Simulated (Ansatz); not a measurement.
# AsH3+ (doublet): inputs that go wrong at scale of all distances = 1.727

3 inputs are run for AsH3+ (doublet) as typed; the log has to tell whether the result can be used and what must change.

Program: Ansatz 0.2.0, Gaussian basis. Level of theory: the settings change from run to run. These are calculated values, not measurements.

30 further runs of the same task are left out: 1 for a known fault of the program, 28 that didn't finish, 1 set aside as unsound or not needed.

**1. What is computed**

The geometry derives from a PBE0/def2-TZVP stationary point (not a proven minimum). All distances are scaled together. No spin-orbit coupling is included. The filled d shell of As may be among the frozen orbitals whatever the setting's name suggests; the logs give the count.

4 atoms, charge 1, spin multiplicity 2.

Atoms are counted from 1 here; the program's logs count them from 0.

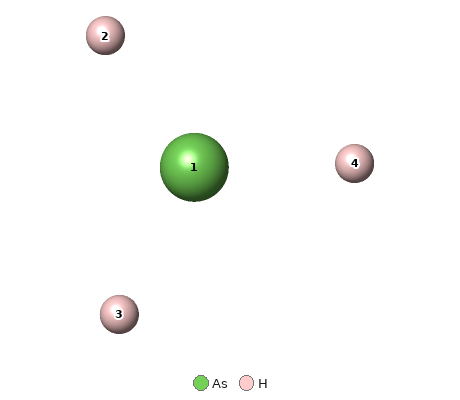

The structure; arsenic green, hydrogen pink; atoms are numbered from 1 in the order of the file.

**2. Try 1**

The input, in.yaml:

```yaml
crystal:
  periodic: [false, false, false]
  atoms:
    - {symbol: As, position_ang: [0.000093, -0.000023, -0.027960]}
    - {symbol: H, position_ang: [2.480259, 0.023746, 0.701044]}
    - {symbol: H, position_ang: [-1.263669, 2.138956, 0.686817]}
    - {symbol: H, position_ang: [-1.223530, -2.161008, 0.690458]}
basis:
  gaussian: {orbitals: 6-31G}
total_charge: 1
magnetization: {spin_polarized: false, initial_magnetization: 1}
correlation: {active_space: {window: {electrons: 5, orbitals: 3}, fixed_orbitals: true, states: [{multiplicity: 2, weights: [1, 0.5, 1, 0.5]}]}}
```

On the command line:

```bash
$ ansatz run in.yaml --threads 1 --pin off --events-out ev --progress --plain --max-ram 2393MiB
```

The program printed:

```text
Functional definition: HF
  name "HF"
  cite "Fock, Z. Phys. 61, 126 (1930) doi:10.1007/BF01340294"
  parent pbe
  exchange = exact_x
  correlation = 0
559 factors; integrals over basis functions are off by at most 7.2e-8 eV
mean field evaluation 1: about -60813.4943 eV, gradient 1.1e1 eV
mean field evaluation 2: about -60813.4935 eV, gradient 1.1e1 eV
mean field evaluation 4: about -60814.2167 eV, gradient 8.5e-1 eV
mean field evaluation 8: about -60814.2341 eV, gradient 6.5e-2 eV
mean field evaluation 16: about -60814.6613 eV, gradient 4.8e0 eV
mean field evaluation 32: about -60813.4424 eV, gradient 2.4e0 eV
mean field -60814.99931712 eV, -2234.9100030171 hartree, gradient 2.1e-6 eV, S^2 0.750000; 3 other end points of the search recorded, 0 dependent functions left out
reference -60814.99931712 eV, -2234.9100030171 hartree; 18, 17 occupied and 17, 18 virtual orbitals, 559 factors
Error: 4 states are sought, and the space of determinants holds 3 states of this symmetry and spin
```

Run time: 4.5 s. Hardware: 1 thread of Intel Xeon at 2.50GHz, shared host.

What is wrong: The run stopped with an error. It says: «4 states are sought, and the space of determinants holds 3 states of this symmetry and spin». Cure: ask for fewer states or enlarge the space.

**3. Try 2**

The input, in.yaml:

```yaml
crystal:
  periodic: [false, false, false]
  atoms:
    - {symbol: As, position_ang: [0.000093, -0.000023, -0.027960]}
    - {symbol: H, position_ang: [2.480259, 0.023746, 0.701044]}
    - {symbol: H, position_ang: [-1.263669, 2.138956, 0.686817]}
    - {symbol: H, position_ang: [-1.223530, -2.161008, 0.690458]}
basis:
  gaussian: {orbitals: STO-3G}
total_charge: 1
magnetization: {spin_polarized: false, initial_magnetization: 1}
correlation: {method: fic_mrcisd_q, electrons: outside_noble_gas}
```

Launched as before.

The program printed:

```text
Error: this correlation method needs an active space: name one as the reference
```

Run time: 0.03 s. Hardware: 1 thread of Intel Xeon at 2.50GHz, shared host.

Diagnosis: The run was refused. This method needs an active space and has none. To mend it, add an active_space block.

**4. Try 3**

The input, in.yaml:

```yaml
crystal:
  periodic: [false, false, false]
  atoms:
    - {symbol: As, position_ang: [2.530259, 0.323746, 0.701044]}
    - {symbol: H, position_ang: [2.480259, 0.023746, 0.701044]}
    - {symbol: H, position_ang: [-1.263669, 2.138956, 0.686817]}
    - {symbol: H, position_ang: [-1.223530, -2.161008, 0.690458]}
basis:
  gaussian: {orbitals: 6-31G, point_charges: [{charge: 0.50, position_ang: [5.276, -0.034, -0.711]}]}
total_charge: 1
magnetization: {spin_polarized: false, initial_magnetization: 1}
correlation: {method: sc_nevpt2, electrons: all, active_space: {window: {electrons: 7, orbitals: 4}, states: [{multiplicity: 2, weights: [0.5, 1, 1]}]}}
scf: {lower_state_search: off}
```

Launched as before.

The program printed, shortened:

```text
Functional definition: HF
  name "HF"
  cite "Fock, Z. Phys. 61, 126 (1930) doi:10.1007/BF01340294"
  parent pbe
[...]
535 factors; integrals over basis functions are off by at most 1.7e-7 eV
[...]
mean field -60527.11505238 eV, -2224.3304514229 hartree, gradient 3.0e-6 eV, S^2 0.750000; 0 other end points of the search recorded, 0 dependent functions left out
reference -60527.11505238 eV, -2224.3304514229 hartree; 18, 17 occupied and 17, 18 virtual orbitals, 535 factors
state -60524.76480381 eV, -2224.2440813808 hartree
state -60524.32247346 eV, -2224.2278260404 hartree
state -60523.99497774 eV, -2224.2157907945 hartree
state -60524.76480381 eV, -2224.2440813808 hartree; corrected -60532.77666892 eV, -2224.5385119930 hartree
state -60524.32247346 eV, -2224.2278260404 hartree; corrected -60532.36081090 eV, -2224.5232294929 hartree
state -60523.99497774 eV, -2224.2157907945 hartree; corrected -60532.51033738 eV, -2224.5287244896 hartree
Total energy: -60532.50379310 eV, -2224.5284839916 hartree
Checks for a lower state left out: stability, starts, cluster_reference, orbital_swaps, neighbouring_geometries, increment
```

It took 3.4 s on 1 thread of Intel Xeon at 2.50GHz, shared host.

Diagnosis: The run converged, which proves nothing about the input. One atom lies on top of another. The shortest distance is 0.30 Å, against 2.59 Å in the geometry of step 1. Its energy belongs to another geometry. To mend it, restore its position.

**5. Summary**

```csv
try,level,ended,cause,time
1,"CASCI(5,3)/6-31G",stopped by an error,"4 states are sought, and the space of determinants holds 3 states of this symmetry and spin",4.5 s
2,'fic_mrcisd_q'/STO-3G,refused,this method needs an active space and has none,0.03 s
3,"NEVPT2(7,4)/6-31G",converged,one atom lies on top of another,3.4 s
```

1 stopped by an error, 1 refused, 1 converged. The input that converges on a wrong geometry or spin is the dangerous one: no error points at it, so geometry and ⟨S²⟩ have to be checked.
